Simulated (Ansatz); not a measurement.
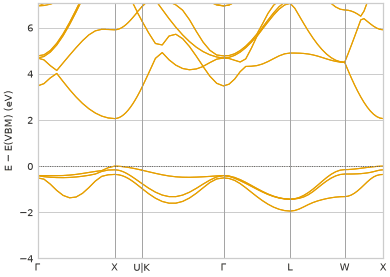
Figure. Band structure from DFT-PBE with spin–orbit coupling in the program Ansatz with PAW potentials

Question: Read off the gap and where the band edges lie.

Answer: About 2.1 eV (2.06 eV by a search for the band edges); maximum at X, minimum at X.

The material is BaO (rock salt, Fm-3m).

The PBE relaxation kept the symmetry of its start.

Potentials: the earlier of the program's two PAW sets.
